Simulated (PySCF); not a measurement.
# AsC (charge +1, triplet): what the fields show

```xyz
2

As    0.0000    0.0000   -0.2416
C     0.0000    0.0000    1.5084
```

⟨S²⟩ = 2.08, above the pure value of 2.00.

The calculation used PBE0/aug-cc-pVDZ(-PP), non-relativistic Hamiltonian with scalar-relativistic core potentials where named, at a bond length of 1.750 Å (PySCF).

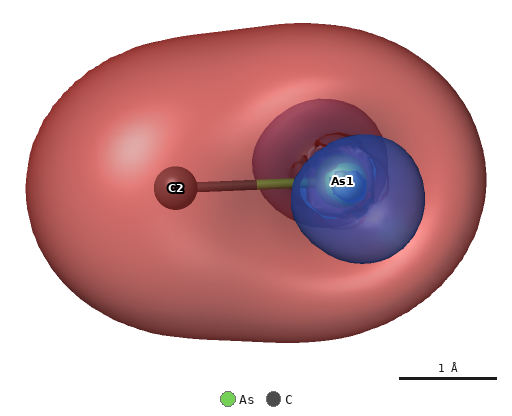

Figure 1. Isosurfaces of the spin density at +0.015 (red) and −0.015 e/Å³ (blue), seen from one side.

Which atoms carry the spin?

Answer. The unpaired spin (2 electrons) lies mostly on C2 (about 1.5) and As1 (about 0.5), in electrons by Hirshfeld's partition.

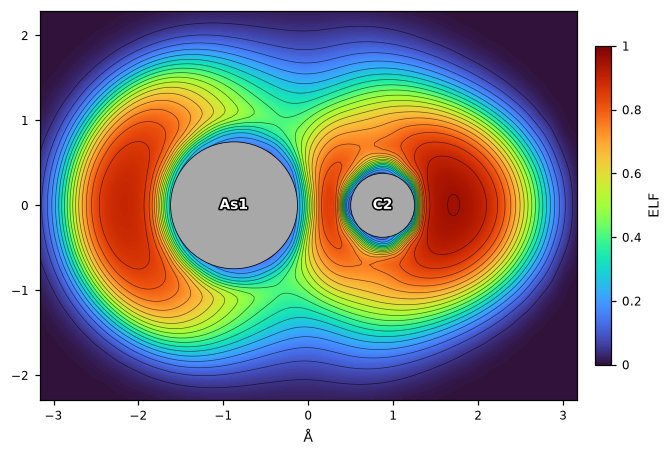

Figure 2. ELF on a plane that holds the molecular axis. Grey discs cover the atomic cores.

Read the bonding off the picture.

Answer.
- The plane passes through As and C nuclei.
- C–As (1.75 Å): the ELF peaks at about 0.85 between the atoms, as expected for a covalent bond.
- The ELF also peaks beside As1 and C2, away from the bonds: non-bonding electrons, paired or unpaired.

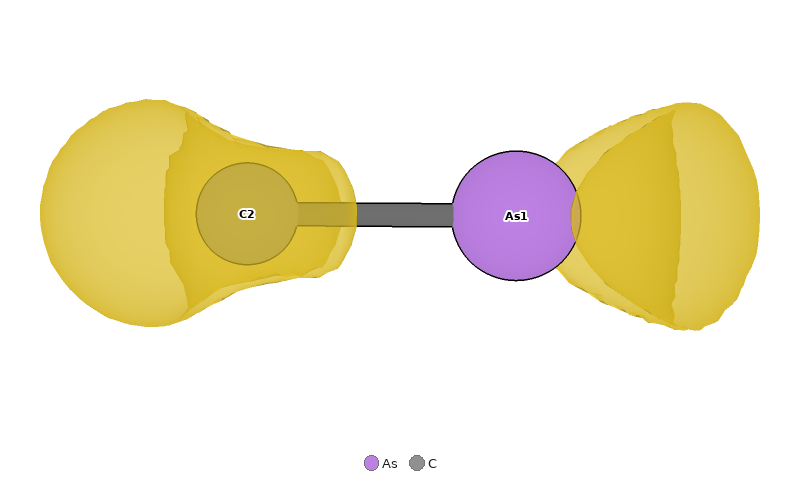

Figure 3. Isosurface of the electron localisation function at 0.85 (yellow), seen from one side. Core shells and regions of very low density are left out.

Where are the electrons localised?

Answer. The surface consists of one lobe on As, pointing away from the bonds (non-bonding electrons) and one lobe on C, pointing away from the bonds (non-bonding electrons).
